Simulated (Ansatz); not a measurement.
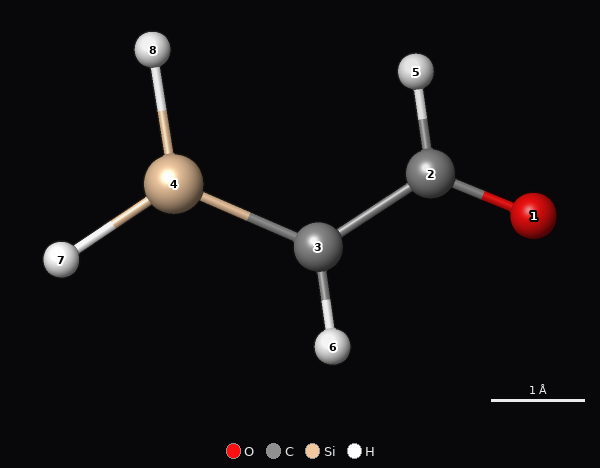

Fig. 1: The input geometry (ball-and-stick view, seen at a tilt; atoms are numbered from 1 in the order of the input). Bond lengths as drawn: C–C 1.46 Å, C–H 1.09 to 1.12 Å, C–O 1.21 Å, C–Si 1.71 Å and H–Si 1.48 Å.

**Run report: C₂H₄OSi, nudged elastic band**

The run: nudged elastic band of C₂H₄OSi, SMILES O=CC=[SiH2]. Method and program: RKS CAM-B3LYP-D4/def2-SVP (Ansatz 0.2.0).

It belongs to a series of runs on one base structure; here: band between the two ends. Figures and captions count atoms from 1; the log counts them from 0 in places.

**The input**
```yaml
crystal:
  periodic: [false, false, false]
  atoms:
    - { symbol: O, position_ang: [1.742723, 1.779457, -0.427529] }
    - { symbol: C, position_ang: [0.759687, 1.081094, -0.501961] }
    - { symbol: C, position_ang: [0.455147, -0.028727, 0.398072] }
    - { symbol: Si, position_ang: [-0.950083, -0.998751, 0.262751] }
    - { symbol: H, position_ang: [3.4e-05, 1.26501, -1.307016] }
    - { symbol: H, position_ang: [1.195844, -0.208684, 1.183541] }
    - { symbol: H, position_ang: [-1.240583, -2.11706, 1.182848] }
    - { symbol: H, position_ang: [-1.96276, -0.77234, -0.790707] }
basis:
  gaussian: { orbitals: def2-SVP }
hamiltonian:
  xc: cam_b3lyp
  dispersion: d4
neb:
  order_check: false
  images: 7
  f_tol: 0.05
  max_iterations: 60
  final_atoms:
    - { symbol: O, position_ang: [0.08144173, 1.43894336, -1.42012097] }
    - { symbol: C, position_ang: [0.77047756, 1.07826233, -0.49021098] }
    - { symbol: C, position_ang: [0.45756049, -0.03337753, 0.40404755] }
    - { symbol: Si, position_ang: [-0.96585202, -0.97650142, 0.22680536] }
    - { symbol: H, position_ang: [1.72805657, 1.61271858, -0.26642492] }
    - { symbol: H, position_ang: [1.16832753, -0.25269533, 1.20569279] }
    - { symbol: H, position_ang: [-1.24881173, -2.09355077, 1.15354275] }
    - { symbol: H, position_ang: [-1.99119112, -0.77380022, -0.81333259] }
  initial_path:
    images:
      - { positions_ang: [[1.742723, 1.779457, -0.427529], [0.759687, 1.081094, -0.501961], [0.455147, -0.028727, 0.398072], [-0.950083, -0.998751, 0.262751], [3.4e-05, 1.26501, -1.307016], [1.195844, -0.208684, 1.183541], [-1.240583, -2.11706, 1.182848], [-1.96276, -0.77234, -0.790707]] }
      - { positions_ang: [[1.70509685, 1.5839194, -0.65683246], [0.75907607, 1.0893035, -0.49403091], [0.43878743, 0.00214605, 0.4149221], [-0.93795921, -1.02068752, 0.24434317], [0.0515904, 1.46679958, -1.06715123], [1.13771861, -0.13575633, 1.23436844], [-1.2514581, -2.11955293, 1.17078472], [-1.90284305, -0.86617275, -0.84640482]] }
      - { positions_ang: [[1.6674707, 1.38838181, -0.88613591], [0.75846514, 1.09751301, -0.48610083], [0.42242786, 0.0330191, 0.4317722], [-0.92583542, -1.04262405, 0.22593533], [0.10314681, 1.66858916, -0.82728646], [1.07959322, -0.06282867, 1.28519587], [-1.2623332, -2.12204586, 1.15872143], [-1.8429261, -0.9600055, -0.90210264]] }
      - { positions_ang: [[1.62984455, 1.19284421, -1.11543937], [0.75785421, 1.10572251, -0.47817074], [0.40606829, 0.06389215, 0.44862229], [-0.91371164, -1.06456057, 0.2075275], [0.15470321, 1.87037874, -0.58742168], [1.02146782, 0.010099, 1.33602331], [-1.2732083, -2.12453879, 1.14665815], [-1.78300915, -1.05383826, -0.95780046]] }
      - { positions_ang: [[1.5922184, 0.99730662, -1.34474283], [0.75724328, 1.11393202, -0.47024066], [0.38970872, 0.0947652, 0.46547239], [-0.90158785, -1.08649709, 0.18911967], [0.20625962, 2.07216832, -0.34755691], [0.96334243, 0.08302667, 1.38685075], [-1.2840834, -2.12703172, 1.13459487], [-1.72309219, -1.14767101, -1.01349827]] }
      - { positions_ang: [[1.21452423, 1.1077158, -1.36358736], [0.76055185, 1.1050146, -0.47523324], [0.40667166, 0.06272952, 0.45011618], [-0.91765389, -1.05899817, 0.19854109], [0.58670885, 1.95730588, -0.32727391], [1.01458871, -0.00090383, 1.34156126], [-1.27526548, -2.11866148, 1.13933184], [-1.79011693, -1.05420331, -0.96345685]] }
      - { positions_ang: [[0.83683006, 1.21812499, -1.3824319], [0.76386042, 1.09609717, -0.48022582], [0.42363461, 0.03069383, 0.43475997], [-0.93371994, -1.03149926, 0.20796251], [0.96715809, 1.84244345, -0.30699091], [1.06583498, -0.08483433, 1.29627177], [-1.26644756, -2.11029125, 1.14406881], [-1.85714166, -0.96073562, -0.91341543]] }
      - { positions_ang: [[0.4591359, 1.32853418, -1.40127643], [0.76716899, 1.08717975, -0.4852184], [0.44059755, -0.00134185, 0.41940376], [-0.94978598, -1.00400034, 0.21738393], [1.34760733, 1.72758102, -0.28670792], [1.11708125, -0.16876483, 1.25098228], [-1.25762965, -2.10192101, 1.14880578], [-1.92416639, -0.86726792, -0.86337401]] }
      - { positions_ang: [[0.08144173, 1.43894336, -1.42012097], [0.77047756, 1.07826233, -0.49021098], [0.45756049, -0.03337753, 0.40404755], [-0.96585202, -0.97650142, 0.22680536], [1.72805657, 1.61271858, -0.26642492], [1.16832753, -0.25269533, 1.20569279], [-1.24881173, -2.09355077, 1.15354275], [-1.99119112, -0.77380022, -0.81333259]] }
```

Run on 2 threads of Intel Xeon (Sapphire Rapids), 16 GiB of memory available, shared host.

Launched with:
```bash
ansatz run input.yaml --threads 2 --pin off --max-ram 3072MiB --backend cpu --events-out ev --progress --plain --runs-dir out
```

**The program's output**
```
Engine: ansatz 0.2.0, x86_64-unknown-linux-gnu
Functional definition: CAM-B3LYP
  parameter alpha = 0.19
  parameter beta = 0.46
  parameter omega = 0.33/bohr
  parameter ac = 0.81
  exchange = (1 - alpha - beta)*b88_x + beta*b88_x_sr(omega) + alpha*exact_x + beta*exact_x_lr(omega)
  correlation = (1 - ac)*vwn5_c + ac*lyp_c
865 factors; integrals over basis functions are off by at most 3.2e-4 eV
296 factors; integrals over basis functions are off by at most 1.2e-6 eV
mean field evaluation 1: about -12047.4566 eV, gradient 5.3e1 eV
mean field evaluation 2: about -12035.0660 eV, gradient 9.0e1 eV
mean field evaluation 4: about -12054.2341 eV, gradient 7.6e0 eV
mean field evaluation 8: about -12054.3788 eV, gradient 1.5e-1 eV
mean field evaluation 16: about -12054.3789 eV, gradient 7.3e-5 eV
mean field -12054.37889842 eV, -442.9902537654 hartree, gradient 7.3e-5 eV, S^2 0.000000; 0 other end points of the search recorded, 0 dependent functions left out
the calculation of the forces begins
reference -12054.37900264 eV, -442.9902575954 hartree; 19, 19 occupied and 61, 61 virtual orbitals, 865 factors
865 factors; integrals over basis functions are off by at most 4.1e-4 eV
296 factors; integrals over basis functions are off by at most 1.3e-6 eV
mean field evaluation 32: about -12054.4077 eV, gradient 8.2e-5 eV
mean field -12054.40766364 eV, -442.9913108679 hartree, gradient 8.2e-5 eV, S^2 0.000000; 0 other end points of the search recorded, 0 dependent functions left out
[... from here on the field's lines of each further geometry are left out, up to the last ...]
NEB iter   1: max|band force component| = 8.066e1 eV/Å  barrier→ = 13.5213 eV  barrier← = 13.5547 eV  Δτ_max = 0.1992 Å  (245 SCF iters)
NEB iter   2: max|band force component| = 1.437e1 eV/Å  barrier→ = 3.2338 eV  barrier← = 3.2672 eV  Δτ_max = 0.1599 Å  (238 SCF iters)
NEB iter   3: max|band force component| = 4.639e0 eV/Å  barrier→ = 1.4146 eV  barrier← = 1.4480 eV  Δτ_max = 0.1921 Å  (232 SCF iters)
NEB iter   4: max|band force component| = 3.143e0 eV/Å  barrier→ = 0.8435 eV  barrier← = 0.8770 eV  Δτ_max = 0.1506 Å  (238 SCF iters)
NEB iter   5: max|band force component| = 1.048e0 eV/Å  barrier→ = 0.4147 eV  barrier← = 0.4481 eV  Δτ_max = 0.0547 Å  (236 SCF iters)
NEB iter   6: max|band force component| = 5.305e-1 eV/Å  barrier→ = 0.4139 eV  barrier← = 0.4474 eV  Δτ_max = 0.0358 Å  (210 SCF iters)
NEB iter   7: max|band force component| = 2.367e-1 eV/Å  barrier→ = 0.4132 eV  barrier← = 0.4467 eV  CI = image 4  Δτ_max = 0.0632 Å  (202 SCF iters)
NEB iter   8: max|band force component| = 1.413e-1 eV/Å  barrier→ = 0.4170 eV  barrier← = 0.4504 eV  CI = image 4  Δτ_max = 0.0151 Å  (210 SCF iters)
NEB iter   9: max|band force component| = 6.474e-2 eV/Å  barrier→ = 0.4169 eV  barrier← = 0.4503 eV  CI = image 4  Δτ_max = 0.0047 Å  (204 SCF iters)
the calculation of the forces begins
reference -12054.36669694 eV, -442.9898053693 hartree; 19, 19 occupied and 61, 61 virtual orbitals, 865 factors
865 factors; integrals over basis functions are off by at most 4.5e-4 eV
296 factors; integrals over basis functions are off by at most 1.1e-6 eV
mean field evaluation 640: about -12053.9611 eV, gradient 4.5e-3 eV
mean field -12053.96111589 eV, -442.9749005406 hartree, gradient 1.3e-5 eV, S^2 0.000000; 1 other end points of the search recorded, 0 dependent functions left out
the calculation of the forces begins
reference -12053.96122127 eV, -442.9749044134 hartree; 19, 19 occupied and 61, 61 virtual orbitals, 865 factors
NEB iter  10: max|band force component| = 2.676e-2 eV/Å  barrier→ = 0.4168 eV  barrier← = 0.4503 eV  CI = image 4  Δτ_max = 0.0000 Å  (386 SCF iters)
```

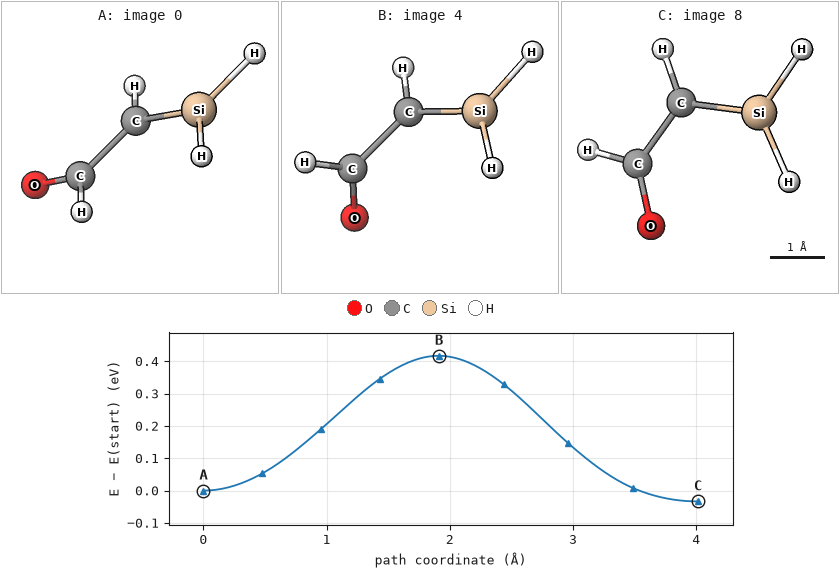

Fig. 2: Images of the last band (counted from 0; ball-and-stick, seen at a tilt) above the energy along the path; the line is a cubic interpolation that uses the forces. The highest image is number 4, 0.417 eV above the start and 0.450 eV above the end (the climbing image); the end lies 0.033 eV below the start. The path is 4.01 Å long. The band converged in 10 iterations.

```
Total energy: -12054.09199735 eV, -442.9797103457 hartree
Atom 0 at     1.657765     1.033073    -1.288391 Å, force     0.004991    -0.001382    -0.009752 eV/Å
Atom 1 at     0.761988     1.135408    -0.494925 Å, force    -0.002111    -0.001211     0.020681 eV/Å
Atom 2 at     0.331493     0.056202     0.440077 Å, force    -0.001789     0.008356    -0.011855 eV/Å
Atom 3 at    -0.905258    -1.088667     0.196530 Å, force     0.001599    -0.000640     0.001091 eV/Å
Atom 4 at     0.195741     2.099397    -0.407819 Å, force    -0.000020    -0.000837    -0.002529 eV/Å
Atom 5 at     0.916759    -0.002961     1.366078 Å, force    -0.002926    -0.003156     0.000896 eV/Å
Atom 6 at    -1.205761    -2.127281     1.202805 Å, force     0.001355     0.000289     0.000851 eV/Å
Atom 7 at    -1.752718    -1.105173    -1.014356 Å, force    -0.001099    -0.001420     0.000616 eV/Å
Dipole moment:    -0.517174    -0.213008     0.353479 e Å
this run last wrote the band of iteration 10 to [file]
```

**The last band as extended XYZ (Å, eV, eV/Å)**
```
8
Properties=species:S:1:pos:R:3:forces:R:3 image=0 energy=-12054.50873
O     1.7427    1.7795   -0.4275   -0.0021   0.0003  -0.0022
C     0.7597    1.0811   -0.5020    0.0022  -0.0010   0.0032
C     0.4551   -0.0287    0.3981    0.0001   0.0004  -0.0005
Si   -0.9501   -0.9988    0.2628   -0.0001  -0.0001   0.0000
H     0.0000    1.2650   -1.3070   -0.0007   0.0008  -0.0014
H     1.1958   -0.2087    1.1835    0.0005  -0.0011   0.0015
H    -1.2406   -2.1171    1.1828   -0.0003   0.0011  -0.0013
H    -1.9628   -0.7723   -0.7907    0.0004  -0.0004   0.0006
8
Properties=species:S:1:pos:R:3:forces:R:3 image=1 energy=-12054.45564
O     1.8683    1.5613   -0.6107    0.0148   0.0997   0.0886
C     0.7579    1.1011   -0.4975   -0.0118  -0.0203   0.0244
C     0.3974    0.0286    0.4320    0.0289  -0.0130  -0.0204
Si   -0.9576   -1.0036    0.2599   -0.0010   0.0066   0.0056
H    -0.0793    1.5007   -1.1254   -0.0192  -0.1026  -0.1064
H     1.1314   -0.1663    1.2205    0.0345  -0.0270  -0.0215
H    -1.2010   -2.1330    1.1803   -0.0086   0.0011  -0.0040
H    -1.9170   -0.8889   -0.8592   -0.0376   0.0555   0.0336
8
Properties=species:S:1:pos:R:3:forces:R:3 image=2 energy=-12054.31808
O     1.8925    1.3385   -0.8288    0.0570   0.1274   0.1526
C     0.7546    1.1193   -0.4965   -0.0080  -0.0166   0.0105
C     0.3607    0.0565    0.4448    0.0234  -0.0013  -0.0123
Si   -0.9557   -1.0175    0.2511   -0.0172   0.0238   0.0196
H    -0.0774    1.7548   -0.8948   -0.0620  -0.1449  -0.1614
H     1.0772   -0.1397    1.2496    0.0638  -0.0584  -0.0473
H    -1.1829   -2.1391    1.1854    0.0029  -0.0032  -0.0109
H    -1.8691   -0.9728   -0.9109   -0.0599   0.0732   0.0492
8
Properties=species:S:1:pos:R:3:forces:R:3 image=3 energy=-12054.16259
O     1.8154    1.1578   -1.0655    0.0954   0.0665   0.1210
C     0.7561    1.1323   -0.4965   -0.0031  -0.0101   0.0057
C     0.3414    0.0583    0.4420    0.0111   0.0112  -0.0057
Si   -0.9412   -1.0463    0.2300   -0.0192   0.0241   0.0207
H     0.0236    1.9672   -0.6390   -0.1026  -0.0703  -0.1277
H     1.0122   -0.0923    1.2957    0.0577  -0.0619  -0.0432
H    -1.1884   -2.1385    1.1930    0.0097  -0.0083  -0.0052
H    -1.8190   -1.0385   -0.9597   -0.0491   0.0488   0.0344
8
Properties=species:S:1:pos:R:3:forces:R:3 image=4 energy=-12054.09189
O     1.6578    1.0331   -1.2884    0.0050  -0.0014  -0.0098
C     0.7620    1.1354   -0.4949   -0.0021  -0.0012   0.0207
C     0.3315    0.0562    0.4401   -0.0018   0.0084  -0.0119
Si   -0.9053   -1.0887    0.1965    0.0016  -0.0006   0.0011
H     0.1957    2.0994   -0.4078    0.0000  -0.0008  -0.0025
H     0.9168   -0.0030    1.3661   -0.0029  -0.0032   0.0009
H    -1.2058   -2.1273    1.2028    0.0014   0.0003   0.0009
H    -1.7527   -1.1052   -1.0144   -0.0011  -0.0014   0.0006
8
Properties=species:S:1:pos:R:3:forces:R:3 image=5 energy=-12054.17992
O     1.3021    0.9676   -1.5678   -0.1584  -0.0345  -0.1119
C     0.7769    1.1135   -0.4958    0.0006   0.0036   0.0127
C     0.3753    0.0218    0.4236   -0.0042   0.0006   0.0036
Si   -0.8902   -1.0936    0.1780    0.0343  -0.0226  -0.0222
H     0.5364    2.1449   -0.1267    0.1530   0.0146   0.1020
H     0.9352   -0.0221    1.3653   -0.0668   0.0669   0.0612
H    -1.2203   -2.1144    1.1946   -0.0101   0.0132  -0.0003
H    -1.8154   -1.0176   -0.9712    0.0516  -0.0418  -0.0451
8
Properties=species:S:1:pos:R:3:forces:R:3 image=6 energy=-12054.36274
O     0.8263    1.0087   -1.7073   -0.2158   0.0035  -0.0226
C     0.7795    1.0842   -0.5033   -0.0205   0.0085  -0.0070
C     0.4255   -0.0080    0.4126   -0.0080  -0.0022   0.0252
Si   -0.8973   -1.0667    0.1785    0.0392  -0.0114  -0.0262
H     0.9753    2.0644    0.0035    0.2102  -0.0341   0.0317
H     1.0113   -0.0814    1.3346   -0.0539   0.0688   0.0717
H    -1.2276   -2.1042    1.1796   -0.0112   0.0126  -0.0102
H    -1.8931   -0.8971   -0.8982    0.0600  -0.0458  -0.0625
8
Properties=species:S:1:pos:R:3:forces:R:3 image=7 energy=-12054.50096
O     0.3708    1.1824   -1.6355   -0.0981   0.0265   0.0266
C     0.7724    1.0730   -0.4982   -0.0039  -0.0006   0.0078
C     0.4559   -0.0307    0.4063   -0.0055   0.0132   0.0134
Si   -0.9284   -1.0206    0.1941    0.0065   0.0006  -0.0046
H     1.4189    1.8721   -0.0551    0.0971  -0.0375  -0.0295
H     1.1095   -0.1761    1.2711   -0.0191   0.0254   0.0312
H    -1.2335   -2.1107    1.1460   -0.0047   0.0033  -0.0055
H    -1.9657   -0.7895   -0.8286    0.0277  -0.0309  -0.0395
8
Properties=species:S:1:pos:R:3:forces:R:3 image=8 energy=-12054.54217
O     0.0814    1.4389   -1.4201    0.0009  -0.0029   0.0029
C     0.7705    1.0783   -0.4902   -0.0018   0.0028  -0.0035
C     0.4576   -0.0334    0.4040   -0.0020   0.0035  -0.0045
Si   -0.9659   -0.9765    0.2268    0.0034   0.0018   0.0012
H     1.7281    1.6127   -0.2664    0.0004  -0.0029   0.0022
H     1.1683   -0.2527    1.2057    0.0007  -0.0012   0.0026
H    -1.2488   -2.0936    1.1535    0.0006  -0.0007  -0.0003
H    -1.9912   -0.7738   -0.8133   -0.0021  -0.0004  -0.0005
```

**Summary**

| quantity | value |
| --- | --- |
| outcome | converged |
| barrier, forward | 0.417 eV |
| barrier, backward | 0.450 eV |
| wall time | 89 s (CPU time 2.8 min) |
| peak memory | 0.19 GiB |

The order of the saddle point was not checked.
